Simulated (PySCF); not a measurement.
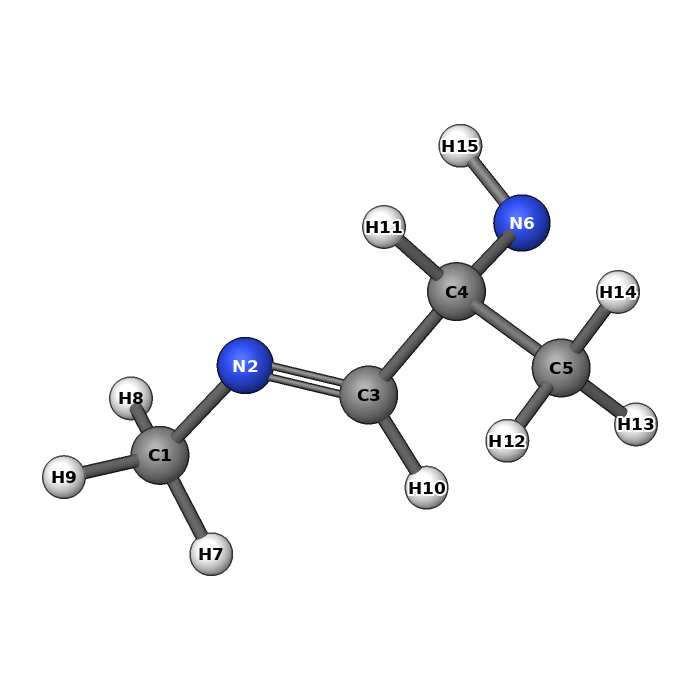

The questions are on Mulliken spin populations. State: neutral, doublet. Computed geometry: GFN2-xTB optimisation. No frequency run is at hand to confirm it as a minimum. Properties computed with UKS B3LYP, pcH-1 on C H N, non-relativistic (PySCF 2.14.0).

**Which atom carries the largest spin population?**

N6 (0.91 e).

**Which atom has the lowest spin population?**

C4 (−0.05 e); a negative value comes from spin polarisation.

List the Mulliken spin populations.

| atom | value (e) |
| --- | --- |
| C1 | 0.00 |
| N2 | 0.10 |
| C3 | 0.01 |
| C4 | −0.05 |
| C5 | 0.01 |
| N6 | 0.91 |
| H7 | 0.00 |
| H8 | 0.01 |
| H9 | 0.00 |
| H10 | 0.01 |
| H11 | 0.02 |
| H12 | 0.00 |
| H13 | 0.00 |
| H14 | 0.00 |
| H15 | −0.03 |

Mulliken values depend strongly on the basis set.
